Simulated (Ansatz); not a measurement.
Electronic density of states of amorphous Al$_{28}$O$_{42}$Ag, density 3.26 g/cm³, on a 2×2×2 Γ-centred mesh with a Gaussian width of 0.1 eV; energies count from the Fermi level. Cell and mesh are small, so fine structure isn't converged. The numbers are results of PBE, scalar-relativistic without spin-orbit coupling (plane waves to 420 eV, PAW; Ansatz, a first-principles code), not measurements. Sampling: a 2×2×2 Γ-centred mesh; Fermi-Dirac width 0.02 eV; collinear spin, started from a total moment of 1 μB (at the end a net moment of 0.8 μB). In the spin-polarised cell the level spacing at the Fermi energy can part levels of unlike spin. The levels at the Fermi energy are partly filled. A closed spacing in one fast-quenched cell at PBE doesn't show the material to be a metal.

It comes from a melt-quench run on a machine-learned potential (CHGNet), relaxed afterwards by DFT. O atoms were pushed apart under 1.9 Å during the dynamics, to hinder bonds among them. The hot cell started wider than the set density and was brought back towards it in steps. It is the lowest in DFT energy of 2 quenches. It is a model cell: composition and starting density were chosen by hand, and all elements were melted together. No dispersion term was used. Its density started from a set value of 3.26 and ended at 3.26 g/cm³. The quench (nominally 340 K/ps over its main leg) was far faster than any real one, so the model tends to hold more defects than a real film. A cell of this size samples the disorder only roughly. The volume was held where the preparation left it, at a PBE pressure of 2.6 GPa. Stress components on the final sampling reach 4.8 GPa. On a 2×2×2 Γ-centred mesh force components of up to 0.26 eV/Å stay, since the relaxation ran on the zone centre alone.

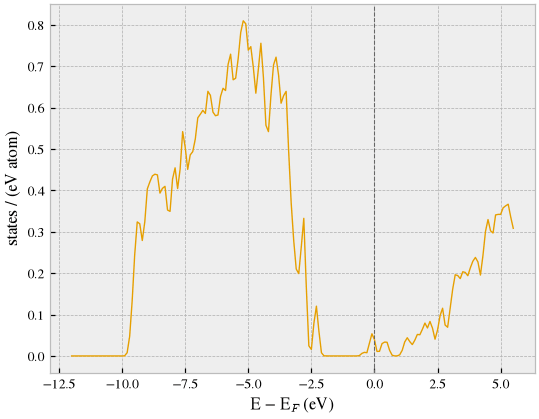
Figure. Density of states per atom
